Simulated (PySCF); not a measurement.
C$_{6}$H$_{8}$P (charge −1)

```xyz
15

C    -2.7646    0.3640   -0.2043
C    -1.2804    0.1392   -0.1865
C    -0.6713   -1.1197   -0.1843
C     0.7412   -1.0614   -0.1944
C     1.2413    0.2443   -0.2024
C     2.7005    0.5980   -0.2037
P    -0.0710    1.4296   -0.1978
H    -3.0171    1.4112    0.0341
H    -3.2938   -0.2714    0.5321
H    -3.2251    0.1456   -1.1890
H    -1.2352   -2.0627   -0.1750
H     1.3813   -1.9543   -0.1881
H     3.2361    0.2129    0.6866
H     3.2376    0.1947   -1.0851
H     2.8473    1.6910   -0.2148
```

Geometry: PBE0-D3(BJ)/def2-SVP.

Theory: PBE0/pcSseg-1, SCF density, gas phase, non-relativistic (PySCF).

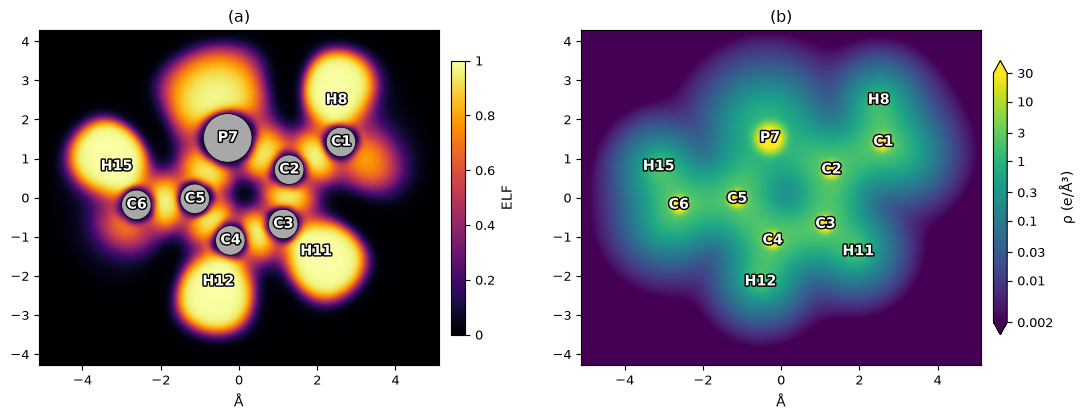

Figure 1. (a) electron localisation function; (b) electron density on the plane of atoms C2, C3 and C4. Grey discs cover the atomic cores in the ELF map.

> Describe what can be read from this map.

Atoms in the plane: C, P and H. C–C (1.40 Å): ρ is about 2 e/Å³ halfway; the ELF peaks at about 0.95 between the atoms; a covalent bond. C–P (1.77 Å): ρ at the midpoint is about 1.2 e/Å³; the ELF peaks at about 0.95 between the atoms: localised, covalent bonding. C–H (1.10 Å): ρ at the midpoint is about 1.9 e/Å³; the ELF climbs to about 1 towards the hydrogen, as it does in any bond to H: a covalent bond by its length. C–C (1.50 Å): ρ at the midpoint is about 1.7 e/Å³; the ELF peaks at about 0.95 between the atoms; localised, covalent bonding. The ELF also peaks beside P7, away from the bonds: lone-pair regions.

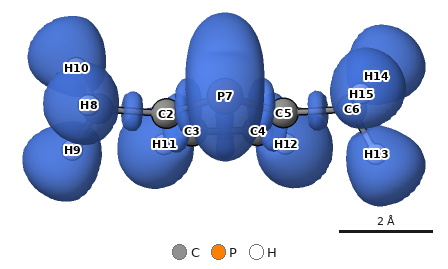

Figure 2. Isosurface of the ELF at 0.85 (blue), seen from one side. Core shells and regions of very low density are left out.

> What do the ELF domains correspond to?

The surface consists of five regions between bonded C–C atoms (shared pairs), two regions between bonded C–P atoms (shared pairs), eight regions around hydrogen nuclei and one lobe on P, pointing away from the bonds (lone pairs).

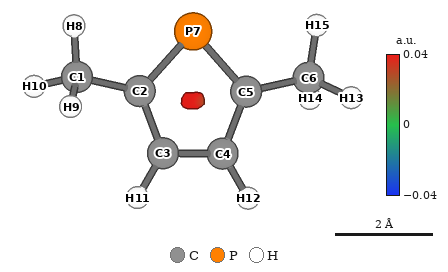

Figure 3. Non-covalent interaction (NCI) plot: the surface where the reduced density gradient is 0.4, for densities under 0.05 a.u., coloured by sign(λ₂)ρ; seen at a tilt.

> Which non-covalent interactions does the plot reveal?

Inside the ring or cage of C2, C3, C4, C5 and P7: steric crowding (red).
